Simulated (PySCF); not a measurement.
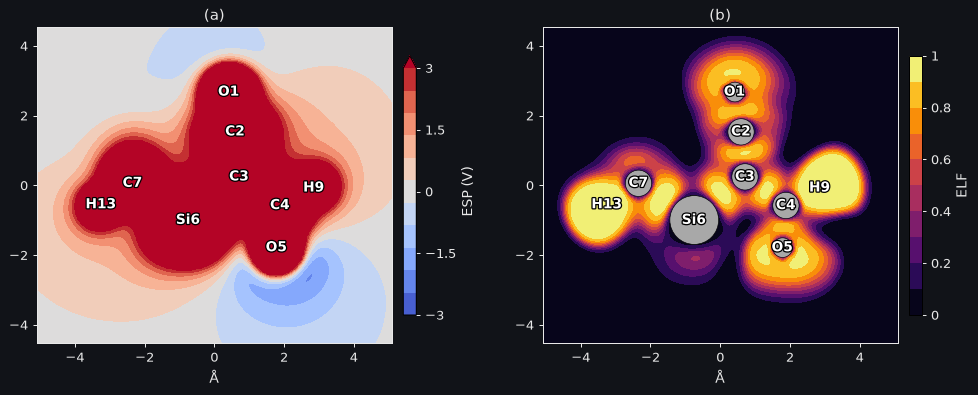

*C4H5ClO2Si. (a) electrostatic potential; (b) ELF on the plane of atoms O5, C4 and H9. Grey discs cover the atomic cores in the ELF map.*

Geometry: GFN2-xTB.

Computed with PBE0/pcSseg-1, SCF density, gas phase, non-relativistic (PySCF).

```xyz
13

O    -0.3921    2.3052   -1.6574
C    -0.7039    1.3566   -1.0756
C    -0.9773    0.2964   -0.3820
C    -2.2178   -0.3975   -0.2129
O    -2.2757   -1.3929    0.4778
Si    0.2851   -0.7137    0.6351
C     1.9689    0.1750    0.4341
Cl    2.3742    0.2182   -1.3050
H    -3.1038    0.0021   -0.7268
H    -0.1020   -0.6560    2.0425
H     0.3907   -2.0388    0.0391
H     1.9754    1.2046    0.7832
H     2.7739   -0.3587    0.9302
```

**Interpret the plot.**

The section cuts through O, C, Si and H sites. C–O (1.16 Å): the ELF peaks at about 0.85 between the atoms (a short, multiple covalent bond). C–C (1.30 Å): the ELF peaks at about 0.90 between the atoms; a short, multiple covalent bond. C–Si (1.91 Å): the ELF peaks at about 0.95 between the atoms; localised, covalent bonding. C–H (1.09 Å): the ELF climbs to about 1 towards the hydrogen, as it does in any bond to H: an ordinary covalent bond to hydrogen. C–O (1.21 Å): the ELF peaks at about 0.85 between the atoms: a multiple bond. The ELF also peaks beside O5 and O1, away from the bonds: lone-pair regions. Outside the dense part of the molecule the potential is most negative (−1.9 V) near O5.
